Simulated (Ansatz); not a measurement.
**FH₅O₂Si₂···OH (doublet): density, localisation and related maps**

The calculation's input:

```
crystal:
  periodic: [false, false, false]
  atoms:
    - { symbol: Si, position_ang: [0.021913, -0.161535, 0.157322] }
    - { symbol: H, position_ang: [0.07524, 0.459239, 1.476929] }
    - { symbol: O, position_ang: [1.493758, -0.604434, -0.32805] }
    - { symbol: Si, position_ang: [2.68541, -1.462206, -1.075858] }
    - { symbol: H, position_ang: [2.122318, -2.262514, -2.182868] }
    - { symbol: H, position_ang: [3.696418, -0.524268, -1.601593] }
    - { symbol: H, position_ang: [3.320966, -2.366689, -0.09716] }
    - { symbol: F, position_ang: [-0.579239, 0.911113, -0.872136] }
    - { symbol: O, position_ang: [-0.958814, -1.464999, 0.132474] }
    - { symbol: H, position_ang: [-1.884177, -1.374056, -0.031702] }
    - { symbol: O, position_ang: [-0.602871, 0.178128, 3.574955] }
    - { symbol: H, position_ang: [-0.355922, -0.74118, 3.668186] }
magnetization:
  spin_polarized: true
  initial_magnetization: 1
basis:
  gaussian: { orbitals: def2-SVP }
hamiltonian:
  xc: hf
relax:
  f_tol: 0.03
  max_steps: 50
output:
  orbitals: {}
```

Command:

```sh
ansatz run input.yaml --threads 4 --pin off --max-ram 5120MiB --backend cpu --events-out ev --progress --plain --runs-dir out
```

The fields are those of the run's last geometry, not of the input's.

Theory: Ansatz 0.2.0, UHF/def2-SVP.

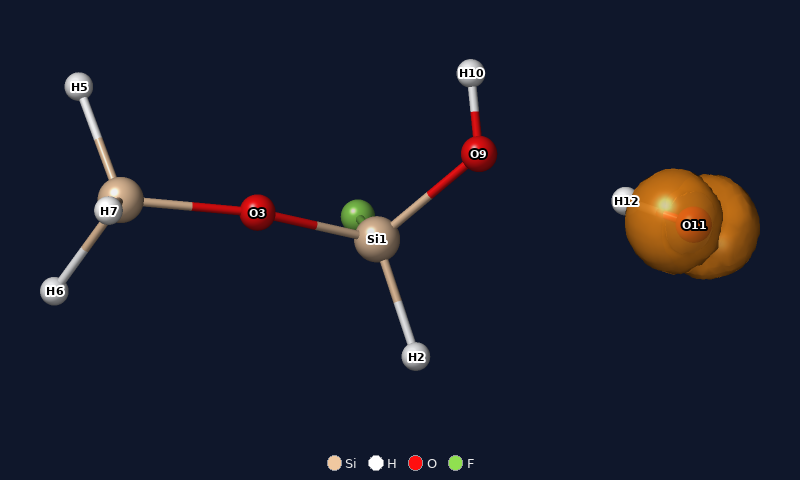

Figure 1. Isosurfaces of the spin density at +0.15 (orange) and −0.15 e/Å³ (purple), seen from one side.

### Where is the unpaired spin?

The unpaired spin (1 electron) lies mostly on O11 (about 1.0), in electrons by Hirshfeld's partition. Only one sign reaches the isovalue.

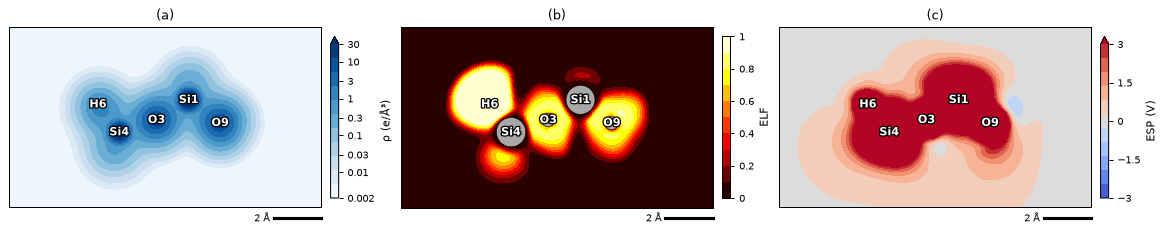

Figure 2. (a) total electron density; (b) electron localisation function; (c) electrostatic potential on the plane of atoms O3, Si1 and O9. Grey discs cover the atomic cores in the ELF map.

### Describe what can be read from this map.

The plane passes through Si, O and H nuclei. Si–O (1.61 Å): the density is about 1.1 e/Å³ at the midpoint; the ELF peaks at about 0.85 between the atoms: a polar covalent bond. Si–H (1.48 Å): ρ is about 0.79 e/Å³ halfway; the ELF climbs to about 1 towards the hydrogen, as it does in any bond to H. The ELF also peaks beside O3 and O9, away from the bonds: non-bonding electrons, paired or unpaired. Outside the dense part of the complex the potential is most negative (−0.7 V) near O9.

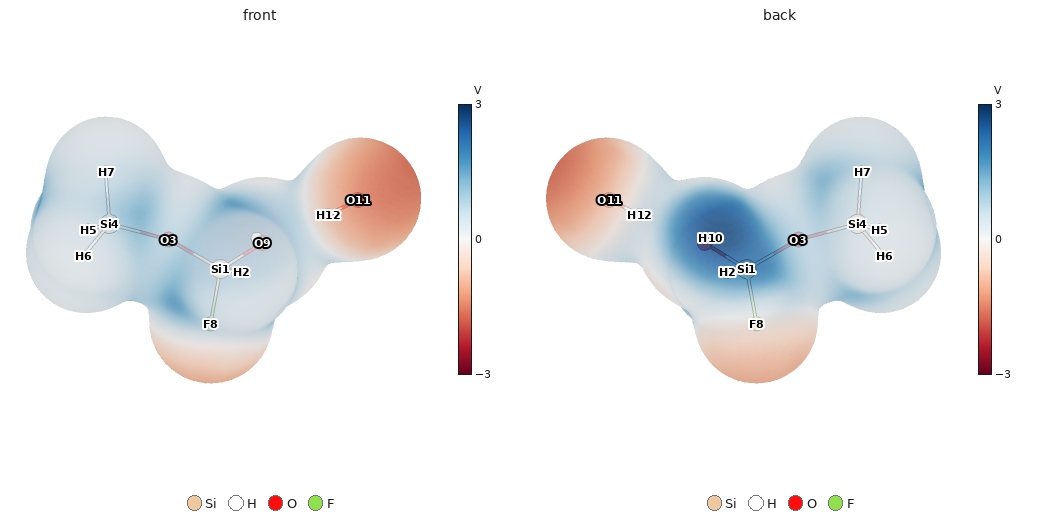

Figure 3. The molecular electrostatic potential painted on the density surface at 0.001 e/bohr³, seen from the front and from behind; red is negative and blue positive.

### Which sites attract a positive test charge, and which a negative one?

A positive charge is drawn to the negative regions and a negative charge to the positive ones. The most negative region (about −1.6 V, or −37 kcal/mol for a unit charge) lies over O11, the most positive (about +2.7 V, or +62 kcal/mol for a unit charge) over H10. O11 is the likeliest acceptor of a hydrogen bond.

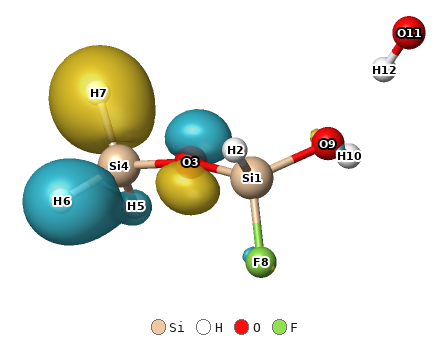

Figure 4. The HOMO−1 (α) at ±0.15 Å⁻³ᐟ² (yellow and cyan are the two phases), seen at a tilt.

### Where does this orbital lie, and at what energy?

It lies mainly on Si4 (about 35 %), H7 (about 30 %), O3 (about 15 %) and H6 (about 15 %). Its energy is −13.09 eV.
